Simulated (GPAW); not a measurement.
The Ti K edge of atom 1 in TiO2 (Rutile, P4_2/mnm), with 4 O at 1.95 Å and 2 O at 1.98 Å (octahedral, site symmetry mmm), was computed in 2 ways: full core hole (charged cell) and no core hole. Program and functional: GPAW, PBE, Gaussian full width 0.94 eV up to 4 eV, rising linearly to 3.5 eV at 25 eV; cells of 6 and 12 atoms (the run without a hole in the smaller).

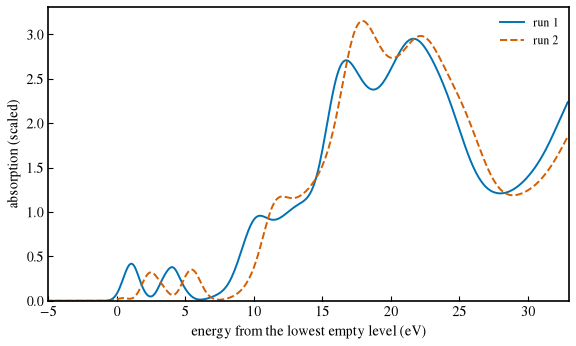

Each run is counted from its own lowest empty level or Fermi level and scaled to a mean of 1 over its first 20 eV.

Q: Which run is which?

Run 1: no core hole (area from −2 to 6 eV 1.3, main maxima 1.1 eV (0.42), 4.0 eV (0.38), 16.7 eV (2.71) and 21.6 eV (2.95)). Run 2: full core hole (charged cell) (area from −2 to 6 eV 1.0, main maxima 2.5 eV (0.32), 5.5 eV (0.35), 17.9 eV (3.15) and 22.2 eV (2.98)). With each curve scaled to its own mean, the area from −2 to 6 eV with the hole is 1.0 against 1.3, and the centre of weight from −1 to 20 eV moves by +0.7 eV (first and strongest maxima below 20 eV: 1.1 eV (0.42), 4.0 eV (0.38) and 16.7 eV (2.71) without the hole, 2.5 eV (0.32), 5.5 eV (0.35) and 17.9 eV (3.15) with it): the weight at the onset falls. The hole also narrows the gap from 1.9 to 0.6 eV by pulling down the level that sets the zero, so features seem to sit higher above it.

[Hosts, paths, dates, database ids (printed as entryN), source tags and the programs' standing remarks are cut or masked in the printed files.]

[Lists of maxima count a maximum above −3 eV only where it reaches 4 % of the highest in the window and stands out from its surroundings by 2 % of it (1.5 % where it reaches 55 %); shoulders and weaker maxima are passed over, and of the rest the first, up to two pre-edge ones and the few strongest are named.]
